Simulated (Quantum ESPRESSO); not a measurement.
# MnPt: energy against a fixed spin moment

Wanted: E(M) for MnPt from a parallel start.

Program: Quantum ESPRESSO 7.5. Level of theory: LDA; plane waves with GBRV 1.5 LDA potentials, no spin-orbit coupling. Results are calculated unless marked as measured.

**1. The structure**

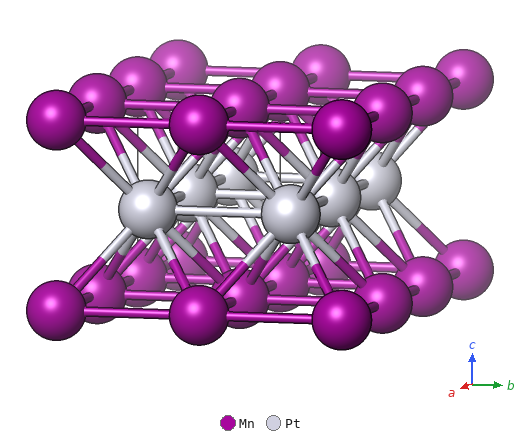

The starting structure, seen slightly off an axis (manganese purple, platinum light grey). 3×2×1 cells are drawn. Some periodic images of atoms are drawn too.

The cell comes from the Crystallography Open Database.

**2. The free run**

pw.in reads:

```
&CONTROL
  calculation = 'scf'
  prefix = 'pwscf'
  outdir = './tmp'
  pseudo_dir = './pseudo'
  disk_io = 'nowf'
/
&SYSTEM
  ibrav = 0
  celldm(1) = 8
  nat = 2
  ntyp = 2
  ecutwfc = 40
  ecutrho = 280
  nbnd = 24
  occupations = 'smearing'
  smearing = 'fd'
  degauss = 0.00367493
  nspin = 2
  starting_magnetization(1) = 0.2333
  starting_magnetization(2) = 0
/
&ELECTRONS
  conv_thr = 4d-09
  electron_maxstep = 150
  mixing_beta = 0.3
/
ATOMIC_SPECIES
Mn     54.9380 mn_lda_v1.5.uspp.F.UPF
Pt    195.0840 pt_lda_v1.4.uspp.F.UPF
CELL_PARAMETERS alat
   0.6684906165864    0.0000000000000    0.0000000000000
   0.0000000000000    0.6684906165864    0.0000000000000
   0.0000000000000    0.0000000000000    0.8645497020163
ATOMIC_POSITIONS crystal
Mn      0.0000000000    0.0000000000    0.0000000000
Pt      0.5000000000    0.5000000000    0.5000000000
K_POINTS automatic
10 10 10 0 0 0
```

On the command line:

```bash
> OMP_NUM_THREADS=1 mpirun -n 2 pw.x -nk 2 -in pw.in > pw.out
```

Log:

```text
Program PWSCF v.7.5 starts

     Message from routine setup:
     using ibrav=0 with symmetry is DISCOURAGED, use correct ibrav instead

     K-points division:     npool     =       2
     Subspace diagonalization in iterative solution of the eigenvalue problem:

     G-vector sticks info
     --------------------
     sticks:   dense  smooth     PW     G-vecs:    dense   smooth      PW
     Sum         641     357    121                15733     6759    1257

     Using Slab Decomposition

     bravais-lattice index     =            0
     lattice parameter (alat)  =       8.0000  a.u.
     unit-cell volume          =     197.8111 (a.u.)^3
     number of atoms/cell      =            2
     number of atomic types    =            2
     number of electrons       =        31.00
     number of Kohn-Sham states=           24
     kinetic-energy cutoff     =      40.0000  Ry
     charge density cutoff     =     280.0000  Ry
     scf convergence threshold =      4.0E-09
     mixing beta               =       0.3000
     number of iterations used =            8  plain     mixing
     Exchange-correlation=  SLA  PZ   NOGX NOGC
                           (   1   1   0   0   0   0   0)

     celldm(1)=   8.000000  celldm(2)=   0.000000  celldm(3)=   0.000000
     celldm(4)=   0.000000  celldm(5)=   0.000000  celldm(6)=   0.000000

     crystal axes: (cart. coord. in units of alat)
               a(1) = (   0.668491   0.000000   0.000000 )
               a(2) = (   0.000000   0.668491   0.000000 )
               a(3) = (   0.000000   0.000000   0.864550 )

     reciprocal axes: (cart. coord. in units 2 pi/alat)
               b(1) = (  1.495907  0.000000  0.000000 )
               b(2) = (  0.000000  1.495907  0.000000 )
               b(3) = (  0.000000  0.000000  1.156671 )

     PseudoPot. # 1 for Mn read from file:
     mn_lda_v1.5.uspp.F.UPF
     Pseudo is Ultrasoft + core correction, Zval = 15.0
     Generated by new atomic code, or converted to UPF format
     Using radial grid of  859 points,  6 beta functions with:
                l(1) =   0
                l(2) =   0
                l(3) =   1
                l(4) =   1
                l(5) =   2
                l(6) =   2
     Q(r) pseudized with  8 coefficients,  rinner =    0.950   0.950   0.950
                                                       0.950   0.950

     PseudoPot. # 2 for Pt read from file:
     pt_lda_v1.4.uspp.F.UPF
     Pseudo is Ultrasoft + core correction, Zval = 16.0
     Generated by new atomic code, or converted to UPF format
     Using radial grid of  985 points,  6 beta functions with:
                l(1) =   0
                l(2) =   0
                l(3) =   1
                l(4) =   1
                l(5) =   2
                l(6) =   2
     Q(r) pseudized with  8 coefficients,  rinner =    1.300   1.300   1.300
                                                       1.300   1.300

     atomic species   valence    mass     pseudopotential
     Mn               15.00    54.93800     Mn( 1.00)
     Pt               16.00   195.08400     Pt( 1.00)

     Starting magnetic structure
     atomic species   magnetization
     Mn              0.233
     Pt              0.000

     16 Sym. Ops., with inversion, found

   Cartesian axes

     site n.     atom                  positions (alat units)
         1        Mn     tau(   1) = (   0.0000000   0.0000000   0.0000000  )
         2        Pt     tau(   2) = (   0.3342453   0.3342453   0.4322749  )

     number of k points=   126  Fermi-Dirac smearing, width (Ry)=  0.0037

     Number of k-points >= 100: set verbosity='high' to print them.

     Dense  grid:    15733 G-vectors     FFT dimensions: (  30,  30,  40)

     Smooth grid:     6759 G-vectors     FFT dimensions: (  24,  24,  27)

     Check: negative core charge=   -0.000035
     Generating pointlists ...
     new r_m :   0.2642 (alat units)  2.1138 (a.u.) for type    1
     new r_m :   0.2642 (alat units)  2.1138 (a.u.) for type    2

     Initial potential from superposition of free atoms

     starting charge      29.9999, renormalised to      31.0000

     negative rho (up, down):  9.045E-02 9.061E-02
     Starting wfcs are   25 randomized atomic wfcs

     Self-consistent Calculation

     iteration #  1     ecut=    40.00 Ry     beta= 0.30
     Davidson diagonalization with overlap
     ethr =  1.00E-02,  avg # of iterations =  4.3

     negative rho (up, down):  8.555E-02 8.557E-02

     total energy              =    -421.62833529 Ry
     estimated scf accuracy    <       2.47008222 Ry

     total magnetization       =     2.32 Bohr mag/cell
     absolute magnetization    =     2.51 Bohr mag/cell

     iteration #  2     ecut=    40.00 Ry     beta= 0.30
     Davidson diagonalization with overlap
     ethr =  7.97E-03,  avg # of iterations =  2.0

     negative rho (up, down):  8.552E-02 8.517E-02

     total energy              =    -421.74643487 Ry
     estimated scf accuracy    <       1.06038873 Ry

     total magnetization       =     3.10 Bohr mag/cell
     absolute magnetization    =     3.12 Bohr mag/cell

     iteration #  3     ecut=    40.00 Ry     beta= 0.30
     Davidson diagonalization with overlap
     ethr =  3.42E-03,  avg # of iterations =  1.9

     negative rho (up, down):  8.447E-02 8.382E-02

     total energy              =    -421.85721536 Ry
     estimated scf accuracy    <       1.41239639 Ry

     total magnetization       =     2.61 Bohr mag/cell
     absolute magnetization    =     2.70 Bohr mag/cell

     [... further iterations left out ...]

     iteration # 12     ecut=    40.00 Ry     beta= 0.30
     Davidson diagonalization with overlap
     ethr =  7.96E-09,  avg # of iterations =  1.5

     negative rho (up, down):  8.469E-02 8.105E-02

     total energy              =    -422.00715190 Ry
     estimated scf accuracy    <       0.00000025 Ry

     total magnetization       =     4.12 Bohr mag/cell
     absolute magnetization    =     4.17 Bohr mag/cell

     iteration # 13     ecut=    40.00 Ry     beta= 0.30
     Davidson diagonalization with overlap
     ethr =  8.05E-10,  avg # of iterations =  1.8

     negative rho (up, down):  8.468E-02 8.105E-02

     total energy              =    -422.00715196 Ry
     estimated scf accuracy    <       0.00000002 Ry

     total magnetization       =     4.12 Bohr mag/cell
     absolute magnetization    =     4.17 Bohr mag/cell

     iteration # 14     ecut=    40.00 Ry     beta= 0.30
     Davidson diagonalization with overlap
     ethr =  5.70E-11,  avg # of iterations =  2.4

     negative rho (up, down):  8.469E-02 8.105E-02

     total energy              =    -422.00715198 Ry
     estimated scf accuracy    <       0.00000001 Ry

     total magnetization       =     4.12 Bohr mag/cell
     absolute magnetization    =     4.17 Bohr mag/cell

     iteration # 15     ecut=    40.00 Ry     beta= 0.30
     Davidson diagonalization with overlap
     ethr =  4.32E-11,  avg # of iterations =  1.3

     negative rho (up, down):  8.469E-02 8.105E-02

     Magnetic moment per site  (integrated on atomic sphere of radius R)
     atom   1 (R=0.264)  charge= 13.6270  magn=  3.6318
     atom   2 (R=0.264)  charge= 13.8812  magn=  0.3771

     End of self-consistent calculation

     Number of k-points >= 100: set verbosity='high' to print the bands.

     the Fermi energy is    18.5248 ev

!    total energy              =    -422.00715199 Ry
     estimated scf accuracy    <          9.5E-11 Ry
     smearing contrib. (-TS)   =      -0.00093709 Ry
     internal energy E=F+TS    =    -422.00621489 Ry

     The total energy is F=E-TS. E is the sum of the following terms:
     one-electron contribution =    -119.48359381 Ry
     hartree contribution      =      80.81572168 Ry
     xc contribution           =     -83.09887344 Ry
     ewald contribution        =    -300.23946933 Ry

     total magnetization       =     4.12 Bohr mag/cell
     absolute magnetization    =     4.17 Bohr mag/cell

     convergence has been achieved in  15 iterations

=------------------------------------------------------------------------------=
   JOB DONE.
=------------------------------------------------------------------------------=
```

Run time: 52 s. Hardware: 2 MPI ranks of Arm Neoverse V1, shared host; peak memory 0.24 GiB; 1.7 min of CPU time.

Spin moment in the atom's sphere by atom:

```csv
atom,spin moment in the atom's sphere (μB)
Mn1,3.63
Pt2,0.38
```

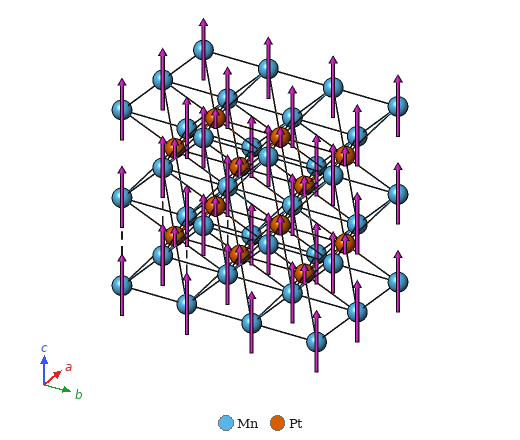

Spin moment in the atom's sphere as arrows, the longest 3.63 μB. Up and down stand for the sign. Arrows give size and sign along the axis of quantisation, drawn up and down the page. Each arrow also spans its atom, so small moments look longer than they are. 2×3×2 cells are drawn. Some periodic images of atoms are drawn too.

Read from the output:

```yaml
smearing_term_ts: 0.01275 eV
magnetization: 4.121 μB
absolute_magnetization: 4.171 μB
final_state: ferromagnetic
```

**3. Moment fixed at 0 μB**

The two spin channels are filled to separate Fermi energies, so that the total moment meets the target. Half of the up one less the down one is the slope dE/dM.

Edit pw.in of step 2 so:

```diff
@@ -14,3 +14,3 @@
   ecutrho = 280
-  nbnd = 24
+  nbnd = 25
   occupations = 'smearing'
@@ -19,4 +19,5 @@
   nspin = 2
-  starting_magnetization(1) = 0.2333
+  starting_magnetization(1) = 0.0117
   starting_magnetization(2) = 0
+  tot_magnetization = 0
 /
```

Log:

```text
     [... lines left out ...]
Program PWSCF v.7.5 starts
     [... lines left out ...]
     number of atoms/cell      =            2
     [... lines left out ...]
     number of electrons       =        31.00 (up:  15.50, down:  15.50)
     number of Kohn-Sham states=           25
     kinetic-energy cutoff     =      40.0000  Ry
     charge density cutoff     =     280.0000  Ry
     scf convergence threshold =      4.0E-09
     [... lines left out ...]
     16 Sym. Ops., with inversion, found
     [... lines left out ...]
     number of k points=   126  Fermi-Dirac smearing, width (Ry)=  0.0037
     [... lines left out ...]
     iteration # 15     ecut=    40.00 Ry     beta= 0.30
     [... lines left out ...]
     Magnetic moment per site  (integrated on atomic sphere of radius R)
     atom   1 (R=0.264)  charge= 13.6661  magn=  0.0001
     atom   2 (R=0.264)  charge= 13.8047  magn= -0.0001
     [... lines left out ...]
     the spin up/dw Fermi energies are    18.3799   18.3801 ev
!    total energy              =    -421.95854374 Ry
     estimated scf accuracy    <          1.9E-09 Ry
     smearing contrib. (-TS)   =      -0.00309577 Ry
     [... lines left out ...]
     total magnetization       =     0.00 Bohr mag/cell
     absolute magnetization    =     0.00 Bohr mag/cell
     convergence has been achieved in  15 iterations
```

Elapsed: 53 s, on 2 MPI ranks; peak memory 0.24 GiB.

Read from the output:

```yaml
magnetization: 0 μB
absolute_magnetization: 0 μB
half_the_difference_of_the_two_fermi_energies: -0.1 meV
largest_moment: 0 μB
```

**4. Moment fixed at 0.556 μB**

Edit pw.in of step 3 so:

```diff
@@ -14,3 +14,3 @@
   ecutrho = 280
-  nbnd = 25
+  nbnd = 26
   occupations = 'smearing'
@@ -19,5 +19,5 @@
   nspin = 2
-  starting_magnetization(1) = 0.0117
+  starting_magnetization(1) = 0.0371
   starting_magnetization(2) = 0
-  tot_magnetization = 0
+  tot_magnetization = 0.556
 /
```

Log:

```text
     [... lines left out ...]
Program PWSCF v.7.5 starts
     [... lines left out ...]
     number of atoms/cell      =            2
     [... lines left out ...]
     number of electrons       =        31.00 (up:  15.78, down:  15.22)
     number of Kohn-Sham states=           26
     kinetic-energy cutoff     =      40.0000  Ry
     charge density cutoff     =     280.0000  Ry
     scf convergence threshold =      4.0E-09
     [... lines left out ...]
     16 Sym. Ops., with inversion, found
     [... lines left out ...]
     number of k points=   126  Fermi-Dirac smearing, width (Ry)=  0.0037
     [... lines left out ...]
     iteration # 16     ecut=    40.00 Ry     beta= 0.30
     [... lines left out ...]
     Magnetic moment per site  (integrated on atomic sphere of radius R)
     atom   1 (R=0.264)  charge= 13.6645  magn=  0.6243
     atom   2 (R=0.264)  charge= 13.8070  magn= -0.0664
     [... lines left out ...]
     the spin up/dw Fermi energies are    18.2907   18.5298 ev
!    total energy              =    -421.96110818 Ry
     estimated scf accuracy    <          1.7E-09 Ry
     smearing contrib. (-TS)   =      -0.00305058 Ry
     [... lines left out ...]
     total magnetization       =     0.56 Bohr mag/cell
     absolute magnetization    =     0.72 Bohr mag/cell
     convergence has been achieved in  16 iterations
```

Run time: 58 s. Hardware: 2 MPI ranks; peak memory 0.24 GiB; 1.9 min of CPU time.

Spin moment in the atom's sphere by atom:

```csv
atom,spin moment in the atom's sphere (μB)
Mn1,0.624
Pt2,-0.066
```

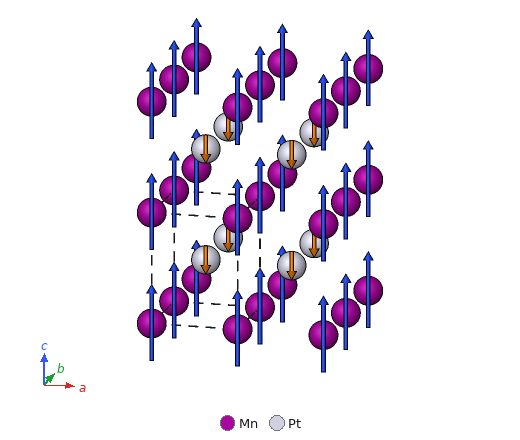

Spin moment in the atom's sphere as arrows, the longest 0.624 μB. Up and down stand for the sign. Arrows give size and sign along the axis of quantisation, drawn up and down the page. Each arrow also spans its atom, so small moments look longer than they are. The two directions have two colours. 2×2×2 cells are drawn. Some periodic images of atoms are drawn too.

Read from the output:

```yaml
magnetization: 0.556 μB
absolute_magnetization: 0.723 μB
half_the_difference_of_the_two_fermi_energies: -119.5 meV
```

**5. Moment fixed at 1.113 μB**

Edit pw.in of step 4 so:

```diff
@@ -19,5 +19,5 @@
   nspin = 2
-  starting_magnetization(1) = 0.0371
+  starting_magnetization(1) = 0.0742
   starting_magnetization(2) = 0
-  tot_magnetization = 0.556
+  tot_magnetization = 1.113
 /
```

Log:

```text
     [... lines left out ...]
Program PWSCF v.7.5 starts
     [... lines left out ...]
     number of atoms/cell      =            2
     [... lines left out ...]
     number of electrons       =        31.00 (up:  16.06, down:  14.94)
     number of Kohn-Sham states=           26
     kinetic-energy cutoff     =      40.0000  Ry
     charge density cutoff     =     280.0000  Ry
     scf convergence threshold =      4.0E-09
     [... lines left out ...]
     16 Sym. Ops., with inversion, found
     [... lines left out ...]
     number of k points=   126  Fermi-Dirac smearing, width (Ry)=  0.0037
     [... lines left out ...]
     iteration # 15     ecut=    40.00 Ry     beta= 0.30
     [... lines left out ...]
     Magnetic moment per site  (integrated on atomic sphere of radius R)
     atom   1 (R=0.264)  charge= 13.6608  magn=  1.1865
     atom   2 (R=0.264)  charge= 13.8121  magn= -0.0717
     [... lines left out ...]
     the spin up/dw Fermi energies are    18.2430   18.6394 ev
!    total energy              =    -421.96783162 Ry
     estimated scf accuracy    <          3.4E-10 Ry
     smearing contrib. (-TS)   =      -0.00249738 Ry
     [... lines left out ...]
     total magnetization       =     1.11 Bohr mag/cell
     absolute magnetization    =     1.32 Bohr mag/cell
     convergence has been achieved in  15 iterations
```

Wall time 55 s (2 MPI ranks); peak memory 0.24 GiB; 1.8 min of CPU time.

Read from the output:

```
magnetization                                 : 1.113 μB
absolute magnetization                        : 1.322 μB
half the difference of the two Fermi energies : -198.2 meV
largest moment                                : 1.186 μB
```

**6. E(M)**

The runs not shown differ in the target, the start and the number of states alone. The point at 4.12 μB is the free run, entered with slope zero.

The energy over the lowest by total spin moment:

```csv
total spin moment (μB a cell),energy over the lowest (meV a cell)
0.00,661
0.56,626
1.11,535
1.67,421
2.23,309
2.78,199
3.34,89.6
3.89,11.0
4.12,0
4.45,45.6
5.01,388
5.56,1100
```

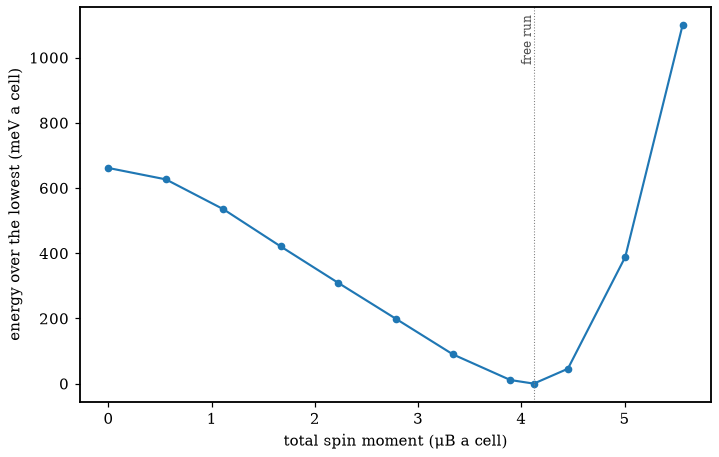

Energy over the lowest, plotted against total spin moment.

The dE/dM by total spin moment:

```csv
total spin moment (μB a cell),dE/dM (meV/μB)
0.00,-0.0931
0.56,-120
1.11,-198
1.67,-203
2.23,-196
2.78,-201
3.34,-183
3.89,-85.1
4.12,0
4.45,331
5.01,950
5.56,1616
```

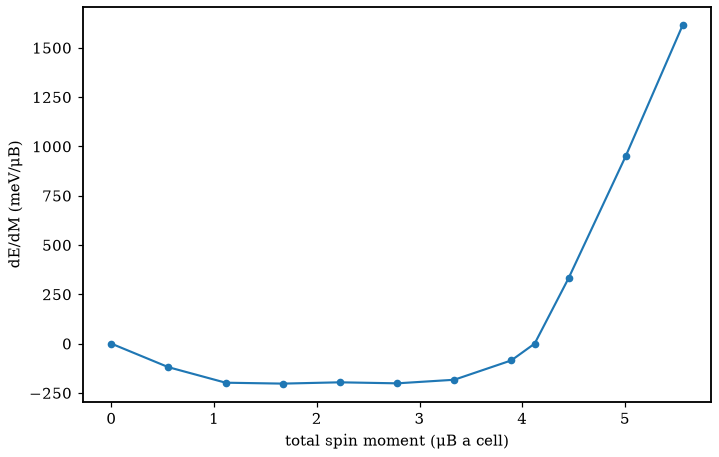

dE/dM against total spin moment.

Table of largest site moment by total spin moment:

```csv
total spin moment (μB a cell),largest site moment (μB)
0.00,9.5e-5
0.56,0.624
1.11,1.19
1.67,1.67
2.23,2.14
2.78,2.64
3.34,3.10
3.89,3.48
4.12,3.63
4.45,3.82
5.01,4.07
5.56,4.23
```

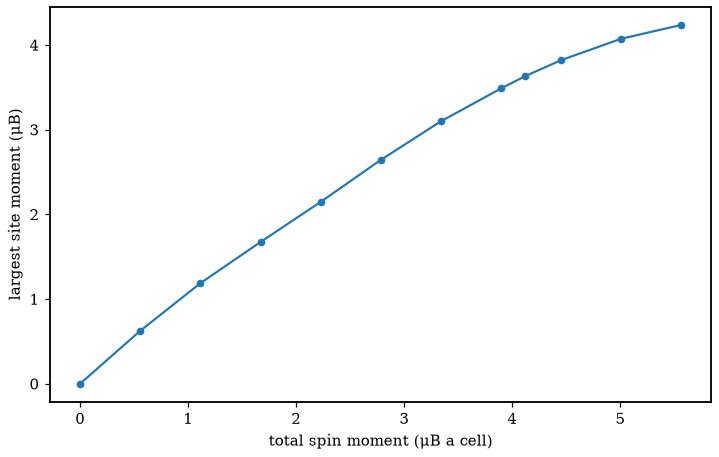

Largest site moment, plotted against total spin moment.

**7. Outcome**

| Property | Result |
| --- | --- |
| moment of the free run | 4.12 μB a cell |
| energy at zero total moment | 661 meV a cell over the lowest |
| ΔE/ΔM² from the lowest point to 4.45 and to 3.89 μB | 419 and 213 meV/μB² |

At zero total moment the site moments vanish, so the 661 meV a cell is the energy of forming them. The points show one minimum alone. The cell holds one seeded atom, so opposed orders, which may lie lower, cannot form in it.

[Logs and program files are shortened in this print: banners, set-up blocks, solver, clock and traceback lines can be left out without a mark of their own.]

[Logs are printed without paths, hosts, clocks, repeated set-up lines and the standing remarks that a program may print on its own settings, such as how far it seeks lower states.]

[Hosts, paths, dates, database ids (printed as entryN), source tags and the programs' standing remarks are cut or masked in the printed files.]

[Where a cell is said to come from a database of computed structures, the database is the Materials Project.]
